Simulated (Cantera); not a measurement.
Input: 1 mol NiS, 4.4 mol H2, 0.45 mol N2, at 220000 Pa.

Equilibrium computed with Cantera from the NASA thermochemical tables; the gas is ideal and each condensed phase is pure. Candidate condensed phases: Ni, NiS, NiS2, Ni3S2, Ni3S4, S; 17 gas species. Gases not in the tables: S3 to S7. Equilibrium is a limit: real reactors are often held back by kinetics, nucleation or transport.

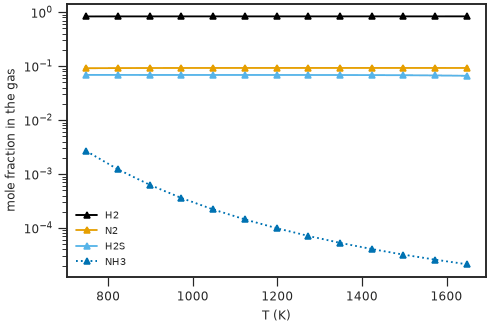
Equilibrium gas composition (values under 1e-9 drawn at 1e-9)

Problem. Read off the mole fractions at 1048 K.

Solution. H2 about 0.84, N2 about 0.093, H2S about 0.069, NH3 about 0.00022.
